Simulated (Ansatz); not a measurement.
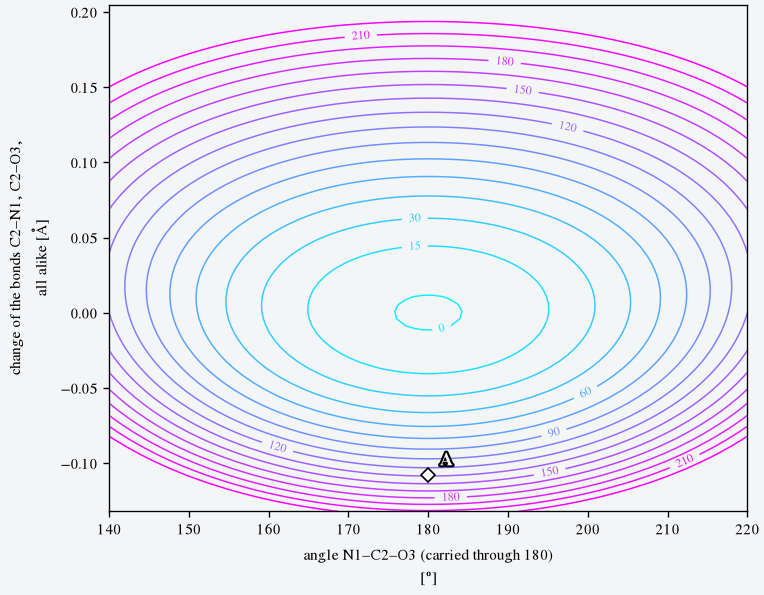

CNO, SMILES [N-]=C=O, charge −1. First axis: angle N1–C2–O3 (carried through 180). Second axis: change of the bonds C2–N1, C2–O3, all alike. Nothing is relaxed (all other coordinates rigid). The scan uses a 15 × 15 grid; 120 points were computed and 105 follow by symmetry. Points are written as (first, second). All energies are given in kJ/mol relative to the lowest grid point. These are results of RKS PBE0-D4/def2-TZVPD (Ansatz 0.2.0), not measurements.

In the figure: contour lines labelled in kJ/mol (none above 225), the point A. Between grid points the surface is interpolated.

### Is A at rest? If not, where is it pushed?

A, at (180.0°, −0.108 Å), is not a stationary point. The computed force is nearly zero along the first coordinate and 2800 kJ/mol for each Å towards larger values of the second coordinate.
